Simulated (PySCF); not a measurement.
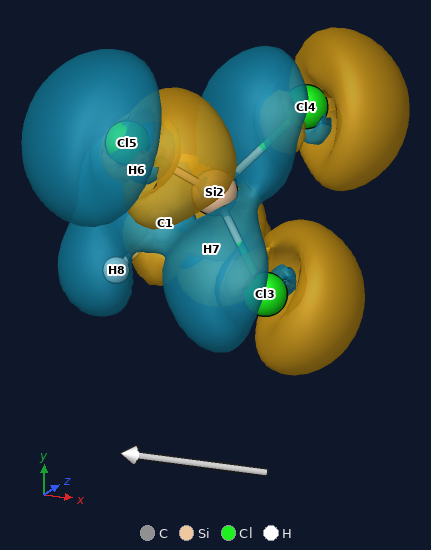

Figure 1: CH3Cl3Si, SMILES `C[Si](Cl)(Cl)Cl`. Change of the electron density in a uniform field of 0.21 V/Å along −x (arrow), surfaces at ±0.001 e/Å³ (yellow: gain, teal: loss).

Computed with PySCF, ωB97X/def2-TZVP, geometry: GFN2-xTB. No frequency check shows the geometry to be a minimum. A basis without diffuse functions makes polarisabilities too small. GFN2-xTB bond lengths at metals and heavier atoms can be off by up to 0.1 Å and shapes distorted, which carries into these values.

Cartesian coordinates (Å):

```
C1      -0.0013    0.0000   -2.1300
Si2      0.0000    0.0002   -0.2305
Cl3      0.5718   -1.8123    0.4621
Cl4      1.2838    1.4011    0.4620
Cl5     -1.8551    0.4110    0.4628
H6      -0.3209    0.9606   -2.5238
H7       0.9913   -0.2029   -2.5241
H8      -0.6724   -0.7576   -2.5237
```

The field was applied in both directions; the picture shows the one opposite to the script's first.

### What dipole is induced, and what polarisability does it imply?

The induced dipole is 0.70 D (along the field); α along this axis, from the fields in both directions, is 69 bohr³ (10.2 Å³).

The PySCF run took 56 s on 1 thread of Intel(R) Xeon(R) Platinum 8259CL CPU @ 2.50GHz (Skylake/Cascade Lake), with other jobs on the host, peak memory 1.1 GiB.
